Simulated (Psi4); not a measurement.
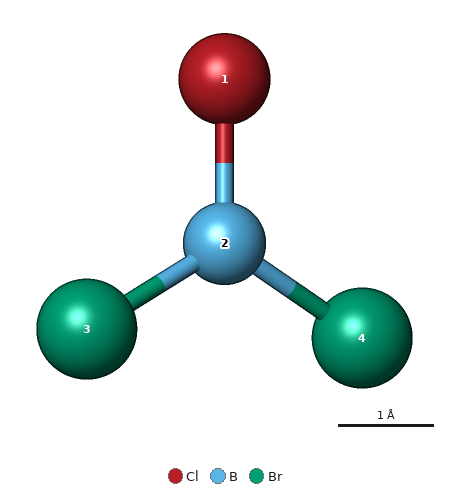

Fig. 1: The input geometry (ball-and-stick view, seen at a tilt; atoms are numbered from 1 in the order of the input). Bond lengths as drawn: B–Br 1.90 Å and B–Cl 1.73 Å.

## BBr2Cl: energy and gradient calculation

The run: energy and gradient calculation of BBr2Cl, multiplicity 3. Method and program: r2SCAN/6-31G*, UKS (Psi4 1.11).

The geometry is that of the parent species in another charge or spin state. The geometry comes from this level: PBE0-D4/def2-TZVP.

### Log
```
Psi4 1.11 release

gradient() will perform analytic gradient computation.

   => Loading Basis Set <=

    Name: 6-31G*
    Role: ORBITAL
    Keyword: BASIS

         ---------------------------------------------------------
                                   SCF
                              UKS Reference
                        1 Threads,   2098 MiB Core
         ---------------------------------------------------------

  ==> Geometry <==

    Molecular point group: c1
    Full point group: C1

    Geometry (in Angstrom), charge = 0, multiplicity = 3:

       Center              X                  Y                   Z               Mass
    ------------   -----------------  -----------------  -----------------  -----------------
         CL           0.000006776799    -0.000000299116    -2.171079737196    34.968852682000
         B            0.000006776799    -0.000000299116    -0.438775737196    11.009305360000
         BR           0.000006776799    -1.643899065807     0.511607431516    78.918337600000
         BR          -0.000010724991     1.643899240073     0.511612089092    78.918337600000

  Running in c1 symmetry.

  Rotational constants: A =      0.08094  B =      0.03952  C =      0.02656 [cm^-1]
  Rotational constants: A =   2426.65964  B =   1184.83788  C =    796.12356 [MHz]
  Nuclear repulsion =  520.816684928253608

  Charge       = 0
  Multiplicity = 3
  Electrons    = 92
  Nalpha       = 47
  Nbeta        = 45

  ==> Algorithm <==

  SCF Algorithm Type is PK.
  DIIS enabled.
  MOM disabled.
  Fractional occupation disabled.
  Guess Type is SAD.
  Energy threshold   = 1.00e-09
  Density threshold  = 1.00e-08
  Integral threshold = 1.00e-12

  ==> Primary Basis <==

  Basis Set: 6-31G*
    Blend: 6-31G*
    Number of shells: 38
    Number of basis functions: 96
    Number of Cartesian functions: 104
    Spherical Harmonics?: true
    Max angular momentum: 2

  ==> DFT Potential <==

   => LibXC <=

    Version 7.1.2

   => Composite Functional: R2SCAN <=

    r2SCAN Meta-GGA XC Functional  (0.1021/acs.jpclett.0c02405)

    Deriv               =              1
    GGA                 =           TRUE
    Meta                =           TRUE

    Exchange Hybrid     =          FALSE
    MP2 Hybrid          =          FALSE

   => Exchange Functionals <=

    1.0000   XC_MGGA_X_R2SCAN

   => Correlation Functionals <=

    1.0000   XC_MGGA_C_R2SCAN

   => LibXC Density Thresholds  <==

    XC_MGGA_C_R2SCAN:  1.00E-15
    XC_MGGA_X_R2SCAN:  1.00E-11

   => Molecular Quadrature <=

    Radial Scheme          =       TREUTLER
    Pruning Scheme         =           NONE
    Nuclear Scheme         =       TREUTLER

    Blocking Scheme        =         OCTREE
    BS radius alpha        =              1
    Pruning alpha          =              1
    Radial Points          =             99
    Spherical Points       =            590
    Total Points           =         211391
    Total Blocks           =           1638
    Max Points             =            256
    Max Functions          =             81
    Weights Tolerance      =       1.00E-15

  ==> Integral Setup <==

  Using in-core PK algorithm.
   Calculation information:
      Number of atoms:                   4
      Number of AO shells:              38
      Number of primitives:            128
      Number of atomic orbitals:       104
      Number of basis functions:        96

      Integral cutoff                 1.00e-12
      Number of threads:                 1

  Performing in-core PK
  Using 21682992 doubles for integral storage.
  We computed 203993 shell quartets total.
  Whereas there are 274911 unique shell quartets.

  ==> DiskJK: Disk-Based J/K Matrices <==

    J tasked:                  Yes
    K tasked:                   No
    wK tasked:                  No
    Memory [MiB]:              648
    Schwarz Cutoff:          1E-12

  Cached 50.0% of DFT collocation blocks in 0.473 [GiB].

  Minimum eigenvalue in the overlap matrix is 1.0500115523E-02.
  Reciprocal condition number of the overlap matrix is 2.5258335732E-03.
    Using symmetric orthogonalization.

  ==> Pre-Iterations <==

  SCF Guess: Superposition of Atomic Densities via on-the-fly atomic UHF (no occupation information).

   -------------------------
    Irrep   Nso     Nmo
   -------------------------
     A         96      96
   -------------------------
    Total      96      96
   -------------------------

  ==> Iterations <==

                        Total Energy        Delta E     RMS |[F,P]|

   @UKS iter SAD: -5629.99889736512887   -5.63000e+03   0.00000e+00
   @UKS iter   1: -5631.98707020358779   -1.98817e+00   2.16721e-02 DIIS/ADIIS
   @UKS iter   2: -5631.96323013738311    2.38401e-02   2.03767e-02 DIIS/ADIIS
   @UKS iter   3: -5632.43434400664682   -4.71114e-01   3.97454e-03 DIIS/ADIIS
   @UKS iter   4: -5632.54483350850205   -1.10490e-01   2.03023e-03 DIIS/ADIIS
   @UKS iter   5: -5632.57597492957393   -3.11414e-02   5.96285e-04 DIIS/ADIIS
   @UKS iter   6: -5632.57763971767235   -1.66479e-03   3.07114e-04 DIIS/ADIIS
   @UKS iter   7: -5632.57823343037307   -5.93713e-04   6.24939e-05 DIIS
   @UKS iter   8: -5632.57825031289121   -1.68825e-05   3.22486e-05 DIIS
   @UKS iter   9: -5632.57825811872681   -7.80584e-06   1.07196e-05 DIIS
   @UKS iter  10: -5632.57825785474961    2.63977e-07   1.19593e-05 DIIS
   @UKS iter  11: -5632.57825916395086   -1.30920e-06   6.27353e-07 DIIS
   @UKS iter  12: -5632.57825916732418   -3.37332e-09   2.27795e-07 DIIS
   @UKS iter  13: -5632.57825916751699   -1.92813e-10   1.30810e-07 DIIS
   @UKS iter  14: -5632.57825916767524   -1.58252e-10   2.92564e-08 DIIS
   @UKS iter  15: -5632.57825916768434   -9.09495e-12   8.05081e-09 DIIS
  Energy and wave function converged.

  ==> Post-Iterations <==

   Electrons on quadrature grid:
      Nalpha   =   46.9999991300 ; deviation = -8.700e-07
      Nbeta    =   44.9999990913 ; deviation = -9.087e-07
      Ntotal   =   91.9999982213 ; deviation = -1.779e-06

   @Spin Contamination Metric:   7.921689891E-03
   @S^2 Expected:                2.000000000E+00
   @S^2 Observed:                2.007921690E+00
   @S   Expected:                1.000000000E+00
   @S   Observed:                1.000000000E+00

    Orbital Energies [Eh]
    ---------------------

    Alpha Occupied:

       1A   -482.234940     2A   -482.234929     3A   -101.216008
       4A    -62.354852     5A    -62.354833     6A    -56.139336
       7A    -56.139336     8A    -56.138122     9A    -56.138121
      10A    -56.136109    11A    -56.136107    12A     -9.391577
      13A     -8.691431    14A     -8.691429    15A     -7.133571
      16A     -7.132957    17A     -7.127315    18A     -6.692667
      19A     -6.492740    20A     -6.492738    21A     -6.491664
      22A     -6.491663    23A     -6.482942    24A     -6.482940
      25A     -2.573223    26A     -2.573205    27A     -2.572913
      28A     -2.572861    29A     -2.566439    30A     -2.566434
      31A     -2.565598    32A     -2.565568    33A     -2.563782
      34A     -2.563773    35A     -0.836873    36A     -0.792083
      37A     -0.779262    38A     -0.492136    39A     -0.413573
      40A     -0.410234    41A     -0.369347    42A     -0.333498
      43A     -0.328893    44A     -0.312168    45A     -0.308244
      46A     -0.306870    47A     -0.109178

    Alpha Virtual:

      48A     -0.016579    49A      0.058231    50A      0.080060
      51A      0.172236    52A      0.244584    53A      0.275176
      54A      0.296010    55A      0.298919    56A      0.304397
      57A      0.331117    58A      0.333501    59A      0.339441
      60A      0.413563    61A      0.427918    62A      0.449460
      63A      0.466993    64A      0.484276    65A      0.491071
      66A      0.496701    67A      0.529796    68A      0.533699
      69A      0.575474    70A      0.604654    71A      0.607380
      72A      0.687441    73A      0.719353    74A      0.802841
      75A      0.824865    76A      0.859830    77A      0.862744
      78A      0.883843    79A      0.920672    80A      1.073816
      81A      1.112593    82A      1.378255    83A      1.432398
      84A      1.669734    85A      1.744933    86A      1.836822
      87A      4.688526    88A      4.689611    89A      4.692226
      90A      4.693827    91A      4.748923    92A      4.763940
      93A      4.792849    94A      4.864000    95A      4.957047
      96A      4.967893

    Beta Occupied:

       1A   -482.233522     2A   -482.233511     3A   -101.213526
       4A    -62.354496     5A    -62.354477     6A    -56.137824
       7A    -56.137824     8A    -56.136935     9A    -56.136934
      10A    -56.135342    11A    -56.135340    12A     -9.390304
      13A     -8.690007    14A     -8.690004    15A     -7.132831
      16A     -7.128053    17A     -7.124949    18A     -6.680886
      19A     -6.491083    20A     -6.491081    21A     -6.489394
      22A     -6.489393    23A     -6.481655    24A     -6.481653
      25A     -2.570602    26A     -2.570581    27A     -2.570108
      28A     -2.570066    29A     -2.564576    30A     -2.564543
      31A     -2.562981    32A     -2.562980    33A     -2.561780
      34A     -2.561774    35A     -0.820721    36A     -0.775629
      37A     -0.761851    38A     -0.466151    39A     -0.401185
      40A     -0.397672    41A     -0.341755    42A     -0.308832
      43A     -0.306730    44A     -0.301170    45A     -0.296198

    Beta Virtual:

      46A     -0.276451    47A     -0.008581    48A      0.027181
      49A      0.073308    50A      0.099022    51A      0.183027
      52A      0.257198    53A      0.289797    54A      0.308537
      55A      0.313056    56A      0.314659    57A      0.344155
      58A      0.350401    59A      0.350437    60A      0.427294
      61A      0.458392    62A      0.464945    63A      0.498589
      64A      0.513282    65A      0.516912    66A      0.520507
      67A      0.556558    68A      0.557138    69A      0.598769
      70A      0.621661    71A      0.631488    72A      0.706588
      73A      0.752167    74A      0.828350    75A      0.856552
      76A      0.884972    77A      0.893386    78A      0.897586
      79A      0.945473    80A      1.095375    81A      1.135520
      82A      1.451475    83A      1.499352    84A      1.723281
      85A      1.753488    86A      1.850998    87A      4.694696
      88A      4.695756    89A      4.697869    90A      4.699209
      91A      4.753707    92A      4.768881    93A      4.798327
      94A      4.869416    95A      4.962038    96A      4.972946

    Final Occupation by Irrep:
              A
    DOCC [    45 ]
    SOCC [     2 ]
    NA   [    47 ]
    NB   [    45 ]

  @UKS Final Energy: -5632.57825916768434

   => Energetics <=

    Nuclear Repulsion Energy =            520.8166849282536077
    One-Electron Energy =               -8869.4773549716355774
    Two-Electron Energy =                2930.9868463186066947
    DFT Exchange-Correlation Energy =    -214.9044354429084080
    Empirical Dispersion Energy =           0.0000000000000000
    VV10 Nonlocal Energy =                  0.0000000000000000
    Total Energy =                      -5632.5782591676843367

  UHF NO Occupations:
  HONO-2 :   45  A 1.9975395
  HONO-1 :   46  A 1.0000000
  HONO-0 :   47  A 1.0000000
  LUNO+0 :   48  A 0.0024605
  LUNO+1 :   49  A 0.0005119
  LUNO+2 :   50  A 0.0003120
  LUNO+3 :   51  A 0.0002192

Computation Completed

Properties will be evaluated at   0.000000,   0.000000,   0.000000 [a0]

Properties computed using the SCF density matrix

 Multipole Moments:

 ------------------------------------------------------------------------------------
     Multipole            Electronic (a.u.)      Nuclear  (a.u.)        Total (a.u.)
 ------------------------------------------------------------------------------------

 L = 1.  Multiply by 2.5417464519 to convert [e a0] to [Debye]
 Dipole X            :         -0.0000263            0.0000206           -0.0000057
 Dipole Y            :         -0.0000010           -0.0000009           -0.0000019
 Dipole Z            :          6.5455282           -6.2163505            0.3291777
 Magnitude           :                                                    0.3291777

 ------------------------------------------------------------------------------------

	total time  =         70 seconds =       1.17 minutes

         ------------------------------------------------------------
                                   SCF GRAD
         ------------------------------------------------------------

  ==> Geometry <==

    Molecular point group: c1
    Full point group: C1

    Geometry (in Angstrom), charge = 0, multiplicity = 3:

       Center              X                  Y                   Z               Mass
    ------------   -----------------  -----------------  -----------------  -----------------
         CL           0.000006776799    -0.000000299116    -2.171079737196    34.968852682000
         B            0.000006776799    -0.000000299116    -0.438775737196    11.009305360000
         BR           0.000006776799    -1.643899065807     0.511607431516    78.918337600000
         BR          -0.000010724991     1.643899240073     0.511612089092    78.918337600000

  Nuclear repulsion =  520.816684928253608

  ==> Basis Set <==

  Basis Set: 6-31G*
    Blend: 6-31G*
    Number of shells: 38
    Number of basis functions: 96
    Number of Cartesian functions: 104
    Spherical Harmonics?: true
    Max angular momentum: 2

  ==> DirectJKGrad: Integral-Direct SCF Gradients <==

    Gradient:                    1
    J tasked:                  Yes
    K tasked:                   No
    wK tasked:                  No
    Integrals threads:           1
    Schwarz Cutoff:          1E-12

  ==> DFT Potential <==

   => LibXC <=

    Version 7.1.2

   => Composite Functional: R2SCAN <=

    r2SCAN Meta-GGA XC Functional  (0.1021/acs.jpclett.0c02405)

    Deriv               =              1
    GGA                 =           TRUE
    Meta                =           TRUE

    Exchange Hybrid     =          FALSE
    MP2 Hybrid          =          FALSE

   => Exchange Functionals <=

    1.0000   XC_MGGA_X_R2SCAN

   => Correlation Functionals <=

    1.0000   XC_MGGA_C_R2SCAN

   => LibXC Density Thresholds  <==

    XC_MGGA_C_R2SCAN:  1.00E-15
    XC_MGGA_X_R2SCAN:  1.00E-11

   => Molecular Quadrature <=

    Radial Scheme          =       TREUTLER
    Pruning Scheme         =           NONE
    Nuclear Scheme         =       TREUTLER

    Blocking Scheme        =         OCTREE
    BS radius alpha        =              1
    Pruning alpha          =              1
    Radial Points          =             99
    Spherical Points       =            590
    Total Points           =         211391
    Total Blocks           =           1638
    Max Points             =            256
    Max Functions          =             81
    Weights Tolerance      =       1.00E-15

  -Total Gradient:
     Atom            X                  Y                   Z
    ------   -----------------  -----------------  -----------------
       1        0.000000198246    -0.000000097526     0.025742835049
       2       -0.000000791834    -0.000000866266    -0.001408552505
       3        0.000000207969     0.015923408094    -0.012364924699
       4        0.000000377491    -0.015922444201    -0.012364305791

	total time  =         33 seconds =       0.55 minutes

  Variable Map:
  ----------------------------------------------------------------------------
  "CURRENT ENERGY"              =>   -5632.578259167684
  "CURRENT REFERENCE ENERGY"    =>   -5632.578259167684
  "DD SOLVATION ENERGY"         =>       0.000000000000
  "DFT FUNCTIONAL TOTAL ENERGY" =>   -5632.578259167684
  "DFT TOTAL ENERGY"            =>   -5632.578259167684
  "DFT VV10 ENERGY"             =>       0.000000000000
  "DFT XC ENERGY"               =>    -214.904435442908
  "GRID ELECTRONS ALPHA"        =>      46.999999129969
  "GRID ELECTRONS BETA"         =>      44.999999091297
  "GRID ELECTRONS TOTAL"        =>      91.999998221266
  "NUCLEAR REPULSION ENERGY"    =>     520.816684928254
  "ONE-ELECTRON ENERGY"         =>   -8869.477354971636
  "PCM POLARIZATION ENERGY"     =>       0.000000000000
  "PE ENERGY"                   =>       0.000000000000
  "SCF ITERATION ENERGY"        =>   -5632.578259167684
  "SCF ITERATIONS"              =>      15.000000000000
  "SCF TOTAL ENERGY"            =>   -5632.578259167684
  "TWO-ELECTRON ENERGY"         =>    2930.986846318607
  "XC GRID RADIAL POINTS"       =>      99.000000000000
  "XC GRID SPHERICAL POINTS"    =>     590.000000000000
  "XC GRID TOTAL POINTS"        =>  211391.000000000000

  Array Variable Map:
  ----------------------------------------------------------------------------
  "CURRENT DIPOLE"              =>      -0.000005708251 ... 0.329177729891 1 by 3
  "CURRENT GRADIENT"            =>       0.000000198246 ... -0.012364305791 4 by 3
  "DFT TOTAL GRADIENT"          =>       0.000000198246 ... -0.012364305791 4 by 3
  "SCF DIPOLE"                  =>      -0.000005708251 ... 0.329177729891 1 by 3
  "SCF TOTAL ENERGIES"          =>   -5629.998897365129 ... -5632.578259167684 1 by 16
  "SCF TOTAL GRADIENT"          =>       0.000000198246 ... -0.012364305791 4 by 3

    Psi4 run time: 0:01:43.27
```

The run was set up as follows.

### Input (job.in)
```
memory 2.2 GB

molecule m {
  0 3
  Cl
  B 1 R2
  Br 2 R3 1 A3
  Br 2 R4 1 A4 3 D4

  R2 = 1.732304
  R3 = 1.89885
  A3 = 120.03339
  R4 = 1.898853
  A4 = 120.0335
  D4 = -179.99939
  symmetry c1
}

set basis 6-31G*
set reference uks
set puream true
set e_convergence 1e-09
set d_convergence 1e-08
set scf_type pk
set dft_radial_points 99
set dft_spherical_points 590
set maxiter 100

energy_value, wavefunction = gradient('r2scan', return_wfn=True)
print_variables()
```

Command:
```bash
psi4 -i job.in -o job.out -n 1
```

### Summary

- outcome: converged
- total energy: −5632.578259 hartree
- basis functions: 96
- largest force: 1.324 eV/Å
- ⟨S²⟩: 2.008
- dipole moment: 0.84 D
- hardware: 1 thread of Intel Xeon @ 2.50GHz (Skylake/Cascade Lake), 189 GiB of memory available, shared host
- wall time: 1.8 min
- peak memory: 0.88 GiB
